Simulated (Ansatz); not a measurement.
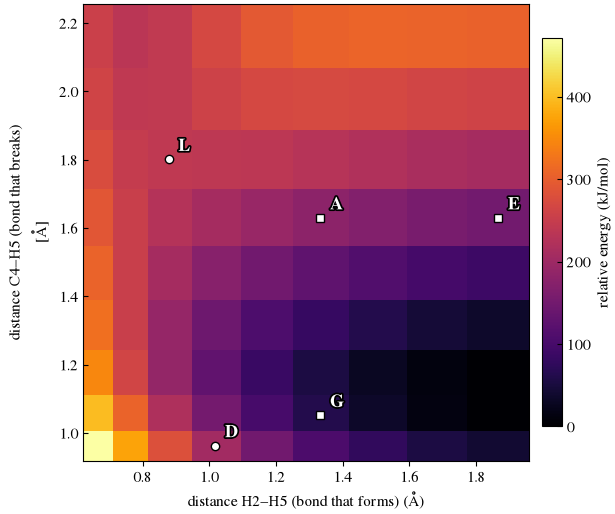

The reacting system CH₆GeO (fragments CH₆GeO where the first distance is long, CH₄GeO + H₂ where the second is long). Coordinates scanned: (1) distance H2–H5 (bond that forms); (2) distance C4–H5 (bond that breaks). Relaxed at each point: all other coordinates. Grid: 9 × 9 points. Points are written as (first, second). All energies are given in kJ/mol relative to the lowest grid point. The reference is spin-restricted, so regions where a bond is pulled apart into radicals lie too high. All numbers below come from Ansatz, RKS PBE0-D4/def2-SVP.

The picture shows one coloured cell a grid point, lettered points.

> Rank the lettered points by energy, lowest first.

G (62 kJ/mol), E (150 kJ/mol), A (180 kJ/mol), D (205 kJ/mol), L (239 kJ/mol).

> What kind of point is each of A, L: minimum, saddle, maximum or slope?

A: on a slope; L: saddle point. (In these two coordinates alone; a stationary point may lie a little off the grid point.)
